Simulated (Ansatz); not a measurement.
An ideal cubic perovskite cell is held by its symmetry; such compounds can tilt or shift off centre at room temperature. The starting structures come from a database of crystals and need not be the phases stable at ambient conditions.

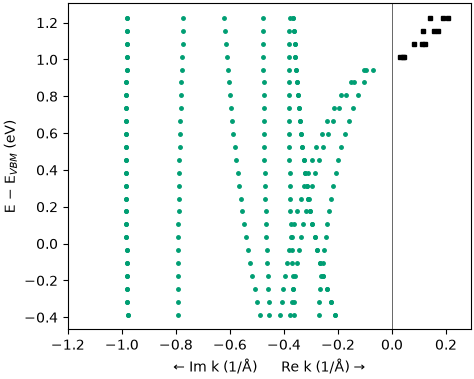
Complex bands at the centre of the two-dimensional zone; r2SCAN (Ansatz, a program for electronic structure)

No gap correction and no spin-orbit coupling; mid-gap values are interpolated between computed energies.

This is TaTlO3 (Pm-3m, cubic perovskite, not sure to be the ambient phase, 5 atoms a cell, 13.6 Å³ an atom, -6 GPa at this level) along the normal of (110). Read off the slowest decay at the centre of the two-dimensional zone at 0.53 eV, the computed energy nearest the middle of the gap.

κ ≈ 0.19 1/Å, a decay length 1/(2κ) of the density of 2.7 Å.
